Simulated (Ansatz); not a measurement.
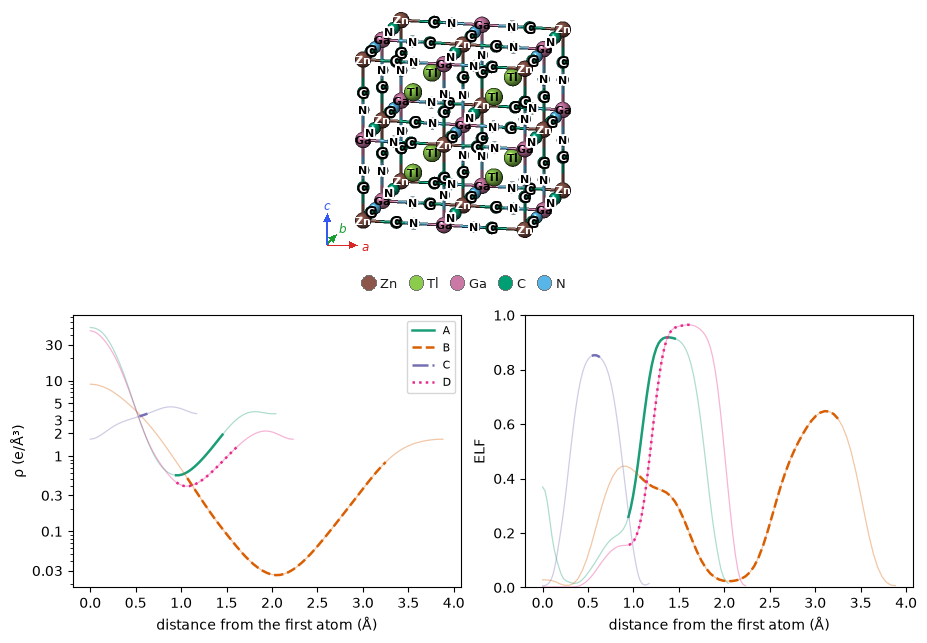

Tl2ZnGaC6N6. Valence charge density (pseudo) and electron localisation function along straight lines between neighbouring atoms. Thin, pale parts lie inside the atomic spheres. The structure is drawn too.

Space group Fm-3m; a structure generated by program, which may or may not match a known phase; computed without spin polarisation.

Level of theory: DFT PBE, scalar-relativistic, plane waves, PAW in Ansatz.

In a PAW calculation such maps are meaningful between the atoms, not at the nuclei.

Tl2ZnGaC6N6, 64 atoms, a = 10.89 Å, b = 10.89 Å, c = 10.89 Å, α = 90.00°, β = 90.00°, γ = 90.00°.

Question: Which curve belongs to which contact (C–N, Ga–N, Tl–C and Zn–C)? The first atom named is at distance zero.

Answer: Curve A: Ga–N (2.04 Å): the density is about 0.57 e/Å³ at the midpoint; the ELF peaks at about 0.90 in the valence shell of N, 0.7 Å from its nucleus, and is about 0.40 at the midpoint. Curve B: Tl–C (3.88 Å): the density is about 0.03 e/Å³ at the midpoint; the ELF is about 0 at the midpoint: no localised pair shows between them. Curve C: C–N (1.17 Å): ρ at the midpoint is about 3.5 e/Å³; the ELF peaks at about 0.85 between the atoms. Curve D: Zn–C (2.23 Å): ρ is about 0.41 e/Å³ halfway; the ELF peaks at about 0.95 in the valence shell of C, 0.6 Å from its nucleus, and is about 0.30 at the midpoint.
